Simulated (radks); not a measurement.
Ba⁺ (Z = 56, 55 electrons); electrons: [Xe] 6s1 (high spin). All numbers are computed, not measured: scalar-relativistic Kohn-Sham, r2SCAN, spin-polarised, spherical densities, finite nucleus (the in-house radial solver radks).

```
Z 56
configuration [Xe] 6s1
relativity scalar-relativistic
functional r2scan,r2scan
spin polarised
nucleus finite rms 4.8378 fm
c 137.035999084
```

The run was one of a batch (task.json lists them), launched with:
```bash
python run_ks.py task.json out
```

Wanted: the number of electrons inside radius r (solid) and the radial density 4πr²ρ (dashed).

The count levels off at 55 electrons. Half of them lie within 0.411 bohr, 90 % within 1.70 bohr and 99 % within 4.20 bohr. The radial density has minima at 0.0346, 0.148 and 0.462 bohr, where the count stands at 2.0, 11.2 and 29.0; these part the shells that the density resolves.

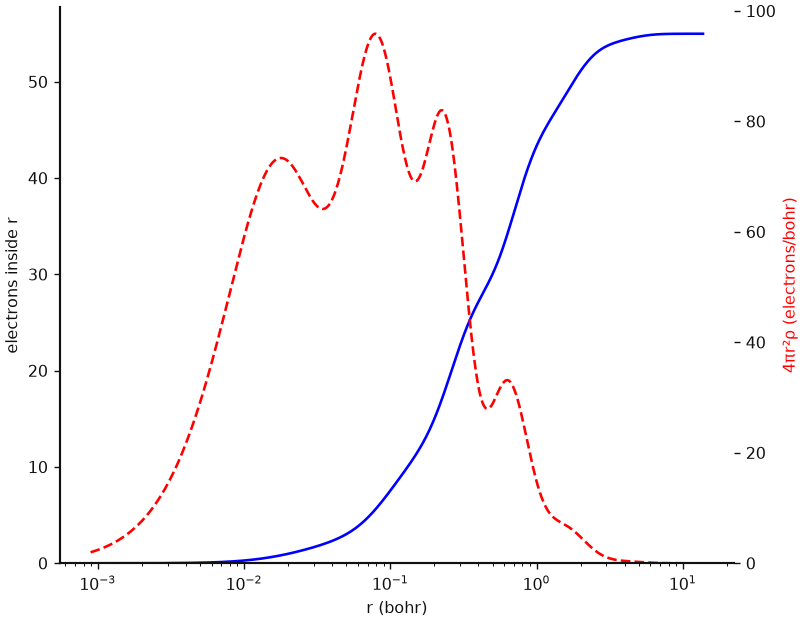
